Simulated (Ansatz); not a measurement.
Input file:

```
crystal:
  periodic: [false, false, false]
  atoms:
    - {symbol: Ga, position_ang: [-1.678711, 2.050873, -0.400332]}
    - {symbol: Ga, position_ang: [-1.041711, -0.543768, 2.408806]}
    - {symbol: Ga, position_ang: [-1.628293, -1.735266, -1.233331]}
    - {symbol: Ga, position_ang: [1.338795, 0.070219, -0.238794]}
    - {symbol: F, position_ang: [-1.608724, -0.084894, 0.286907]}
    - {symbol: F, position_ang: [3.029008, 0.159369, -0.539231]}
    - {symbol: F, position_ang: [0.364123, 1.582488, -0.564147]}
    - {symbol: F, position_ang: [0.397757, -1.174292, -1.191284]}
    - {symbol: F, position_ang: [0.827758, -0.324729, 1.471416]}
basis:
  gaussian: {orbitals: def2-TZVP, initial_orbitals: start.molden}
total_charge: 1
hamiltonian: {xc: pbe0, dispersion: d4}
scf: {omitted_lower_state_checks: [starts]}
output: {orbitals: {seedname: orbitals}}
```

Command:

```sh
ansatz run in.yaml --threads 4 --pin off --events-out ev --progress --plain --max-ram 6963MiB
```

Geometry: PBE0-D4/def2-SVP.

These are results of RKS PBE0-D4/def2-TZVP (Ansatz), not measurements.

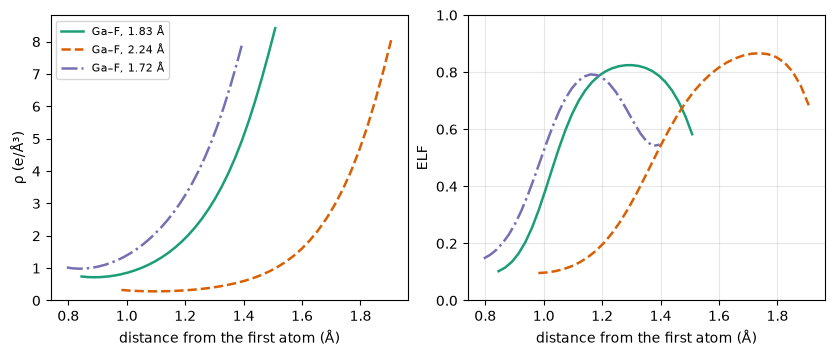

F₄Ga₄···F (charge +1). Total electron density and electron localisation function along straight lines between neighbouring atoms. The curves leave out the atomic cores.

What can be read from the curves?

Ga–F (1.83 Å): the density is about 0.73 e/Å³ at the midpoint; the ELF peaks at about 0.80 in the valence shell of F, 0.5 Å from its nucleus, and is about 0.15 at the midpoint.
Ga2···F5 (2.24 Å): the density falls to about 0.28 e/Å³ on the way; the ELF is about 0.15 at the midpoint.
Ga–F (1.72 Å): ρ is about 0.99 e/Å³ halfway; the ELF peaks at about 0.80 in the valence shell of F, 0.6 Å from its nucleus, and is about 0.20 at the midpoint.
